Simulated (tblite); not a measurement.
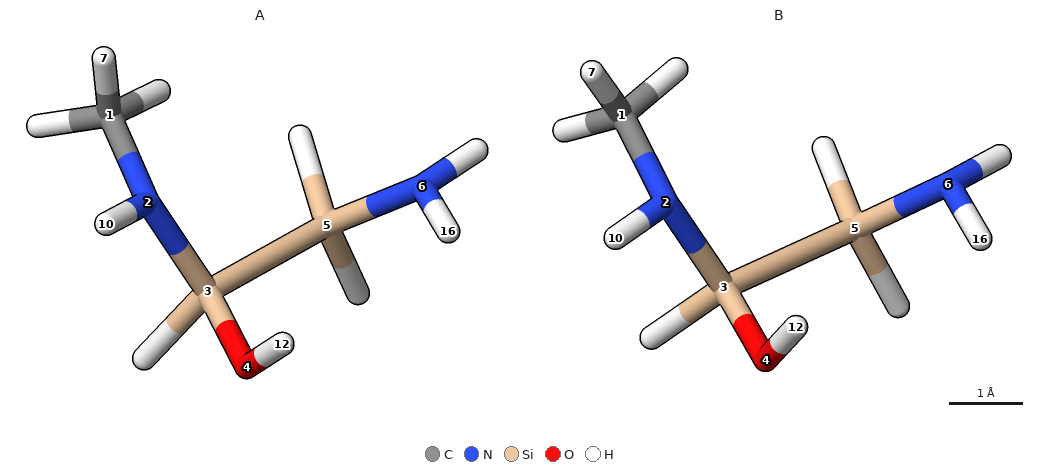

Two geometries of CH₁₀N₂OSi₂, drawn at one scale. One is the start of a relaxation, the other its converged end. The picture is a stick view, seen at a tilt.

Method: GFN2-xTB geometry optimisation, gas phase (tblite 0.8.0). 

Which one is relaxed?

Structure A is the relaxed one. After 96 geometry steps the energy has fallen by 8.86 kcal/mol. The largest moves after the best rigid fit, 0.51 Å, are those of H atoms. Largest moves by element: H 0.51 Å, C 0.15 Å, Si 0.14 Å, N 0.13 Å, O 0.12 Å. Among the contacts that change: Si–Si 2.385 → 2.296 Å, O–Si 1.667 → 1.637 Å, C–N 1.460 → 1.442 Å, N–Si 1.709 → 1.727 Å. Among the angles between lasting bonds that change: O–Si–H 110.5° → 97.9°, Si–N–H 108.6° → 118.7°, Si–N–H 106.3° → 116.3°. Cost: 1.1 s on 1 thread of Arm Neoverse N1, with other jobs on the host.
